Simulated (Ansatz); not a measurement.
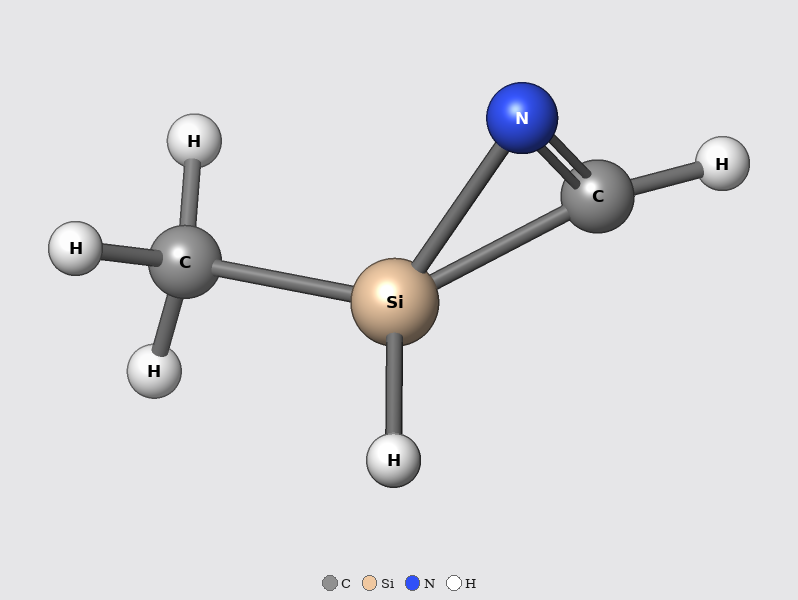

Ball-and-stick drawing of a structure. Double and triple bonds are drawn as two and three sticks.

The geometry was computed by an optimisation with PBE0-D4/def2-TZVP.

> Count the atoms of each element.

C₂H₅NSi, 9 atoms: 2 carbon, 5 hydrogen, 1 nitrogen and 1 silicon.

> What is its SMILES?

C[Si@H]1C=N1

> Count the bonded pairs by element.

4 C–H, 2 C–Si, 1 C–N, 1 N–Si, 1 Si–H.

> Does it have rings?

Independent rings (smallest set): 1 of 3 members.

The parts below concern this one geometry. Atoms keep their numbers from picture to picture.

## Geometry

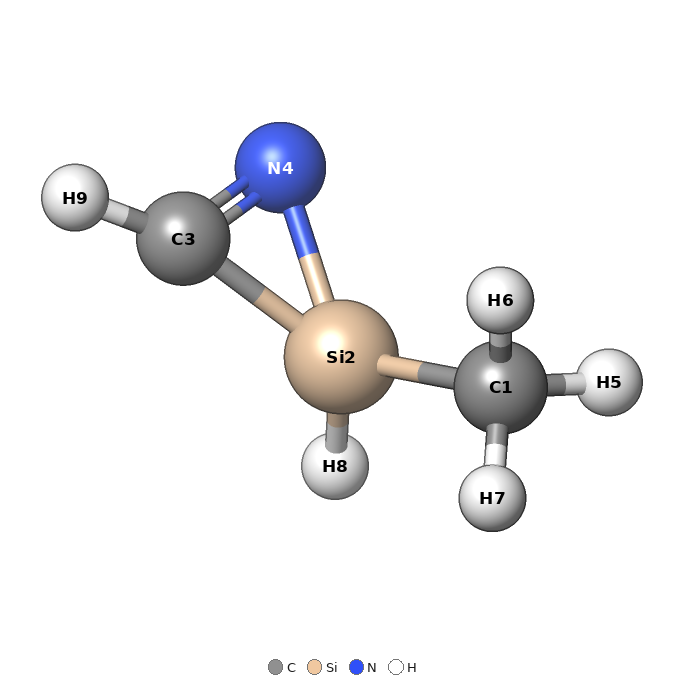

Numbered structure.

Estimate the angles Si2–C1–H5, Si2–C1–H6, Si2–C1–H7, C1–Si2–C3, C1–Si2–N4, C1–Si2–H8, C3–Si2–N4, C3–Si2–H8, N4–Si2–H8, Si2–C3–N4, Si2–C3–H9, N4–C3–H9, Si2–N4–C3.

```
    angle  degrees
Si2–C1–H5    110.6
Si2–C1–H6    110.2
Si2–C1–H7    111.0
C1–Si2–C3    123.9
C1–Si2–N4    119.4
C1–Si2–H8    114.5
C3–Si2–N4     41.9
C3–Si2–H8    120.1
N4–Si2–H8    116.4
Si2–C3–N4     69.7
Si2–C3–H9    162.0
 N4–C3–H9    128.4
Si2–N4–C3     68.4
```

## Dipole moment

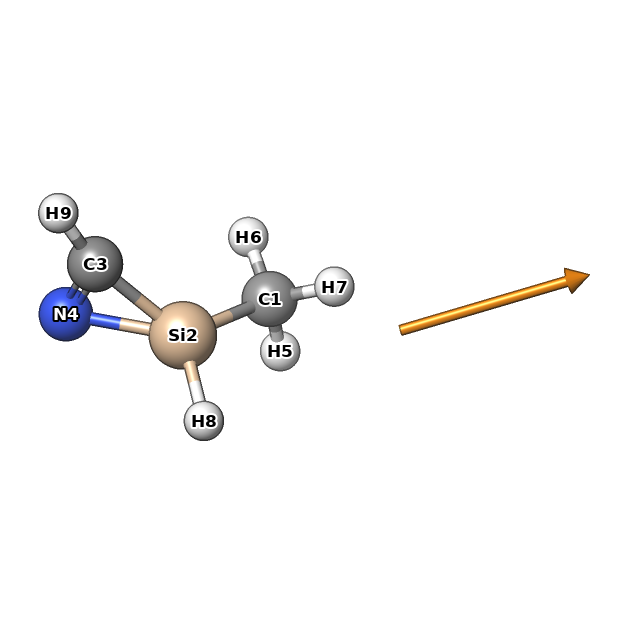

The arrow beside the molecule shows the direction of the dipole moment, from the negative to the positive end (its length means nothing). Level of theory: RKS PBE0-D4/def2-TZVP (Ansatz 0.2.0).

> Estimate the dipole moment.

2.32 D; it points from the side of N4 to the side of H7 (the outermost atoms at the two ends).

## Charges

The questions are on Mulliken charges. Properties computed with RKS ωB97M-V/def2-TZVPP (Ansatz 0.2.0).

Give the Mulliken charges atom by atom.

| atom | value (e) |
| --- | --- |
| C1 | −0.42 |
| Si2 | 0.32 |
| C3 | −0.07 |
| N4 | −0.29 |
| H5 | 0.12 |
| H6 | 0.13 |
| H7 | 0.12 |
| H8 | −0.04 |
| H9 | 0.13 |

## Vibrations

Harmonic vibrations computed with RKS PBE0-D4/def2-TZVP (Ansatz 0.2.0) at a stationary point of the same level.

> How many vibrational modes are there, and where do they lie?

21 modes: 111, 230, 246, 585, 637, 716, 734, 779, 842, 854, 919, 1184, 1278, 1443, 1446, 1591, 2258, 3053, 3098, 3133, 3151 cm⁻¹.

Mulliken values depend strongly on the basis set and can even reverse the polarity of a bond.
